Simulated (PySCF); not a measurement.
# H6OSeSi2, SMILES `[SiH3]O[SiH2][SeH]`: electronic structure

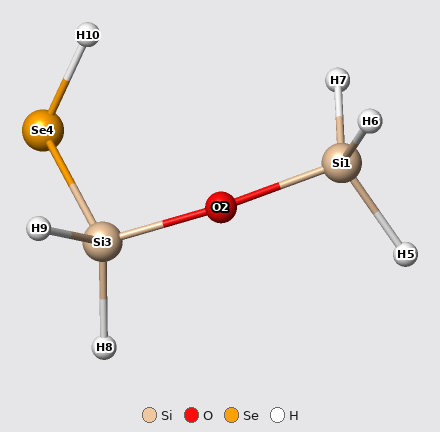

The molecule, with its atoms numbered as below. No frequency check shows the geometry to be a minimum.

Geometry (Å), atoms numbered from 1:

```
Si1      2.5808    0.6087   -0.0486
O2       1.4439   -0.5394    0.1600
Si3      0.0003   -1.2275   -0.0153
Se4     -1.6176    0.3845   -0.0279
H5       3.2300    0.3147   -1.3218
H6       3.4435    0.4332    1.1140
H7       1.9098    1.9078   -0.0612
H8      -0.0902   -1.8756   -1.3131
H9      -0.1484   -2.0784    1.1552
H10     -1.0325    1.2048    0.9924
```

## 1. Bonding charge

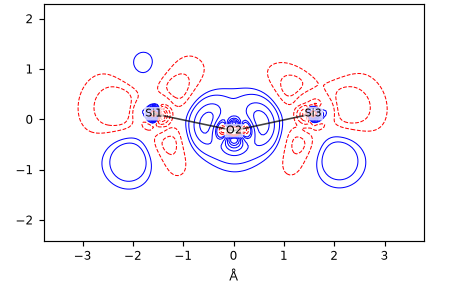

Deformation density (molecule less spherical, spin-averaged free atoms) in the plane of Si1, O2 and Si3; contours at ±0.05 to ±0.8 e/Å³; solid blue lines: gain, dashed red lines: loss.

Computed with PySCF, BP86/def2-TZVP, geometry: GFN2-xTB.

**Describe the bonding that the map shows.**

O2–Si3: +0.09 e/Å³ at the bond critical point (bond length 1.61 Å, Mayer order 1.2); up to 0.6 Å beside the axis the gain reaches +0.37 e/Å³. Si1–O2: +0.07 e/Å³ at the bond critical point (bond length 1.63 Å, Mayer order 1.2); up to 0.6 Å beside the axis the gain reaches +0.35 e/Å³. In all, 2.4 electrons gather in the regions of gain relative to the promolecule. A small or negative value marks a very polar bond, one between electron-rich atoms, whose free-atom densities already overlap strongly, a long bond to a heavier atom, or a closed-shell contact such as a hydrogen bond.

**Where do the Hirshfeld charges lie?**

The highest Hirshfeld charge is on Si1 (+0.38 e), the lowest on O2 (−0.28 e).

## 2. Local ionisation energy

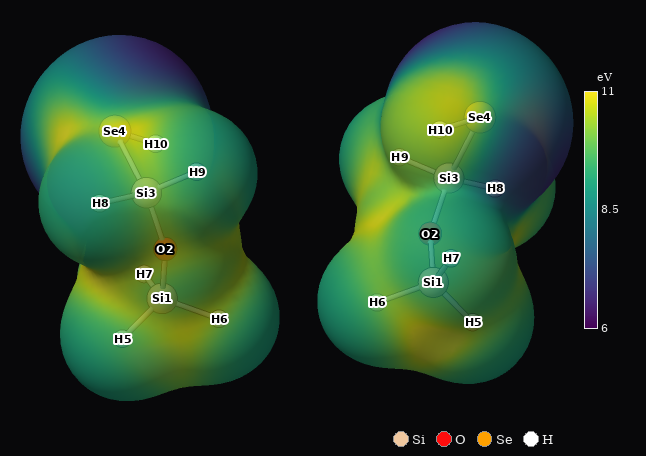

Average local ionisation energy on the surface of electron density 0.001 a.u. (back view left, front view right).

**Where are the most loosely bound electrons on this surface?**

The lowest value is 6.5 eV, 2.4 Å from Se4. Further minima include 8.9 eV, 1.5 Å from H9; 9.0 eV, 1.5 Å from H6. For comparison, the highest occupied orbital lies at −6.0 eV.

**What volume does the surface enclose, and what is the dipole moment?**

About 149 Å³; the dipole moment is 1.1 D.

## 3. Excited states

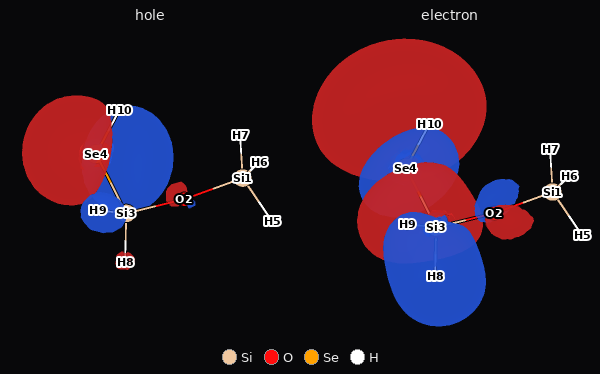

Leading natural transition orbital pair of S₂ (TDA singlet states); the surfaces enclose about 78 % of each orbital's density.

Level of theory: ωB97X/def2-SVPD (PySCF), at a geometry from GFN2-xTB.

**Where does the state lie, and where do hole and electron sit?**

6.26 eV (198 nm), f = 0.047, partly diffuse acceptor orbital; the leading pair carries 99 %; hole on Se4 (83 %) and Si3 (8 %), electron on Se4 (52 %), Si3 (26 %) and H10 (9 %) (atom shares of so diffuse an orbital are rough); their centroids lie 0.2 Å apart. In canonical orbitals it is mainly HOMO → LUMO+1 (42 %). The HOMO–LUMO gap is 11.00 eV.

## 4. Localised orbitals

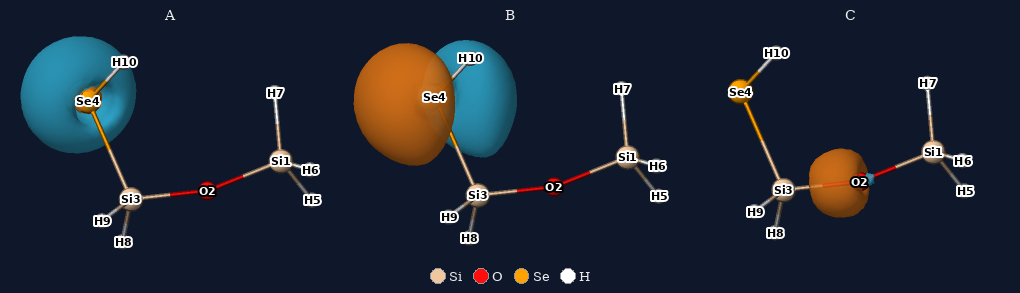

Pipek–Mezey orbitals, occupied; each surface holds about 70 % of the orbital's density. Energies are diagonal elements of the Fock matrix.

Method: TPSSh/cc-pVDZ; geometry: GFN2-xTB; program: PySCF.

**Name the orbitals, with their atomic make-up and energies.**

By panel:
- A: lone pair on Se4 (sp0.5-type) (Se4 99 %; −12.8 eV)
- B: lone pair on Se4 (p-type) (Se4 96 %, Si3 3 %; −6.5 eV)
- C: σ bond O2–Si3 (O2 78 %, Si3 22 %; −20.1 eV)

**Which has the smallest and which the largest spatial spread?**

Smallest: C (0.74 Å); largest: B (1.37 Å).
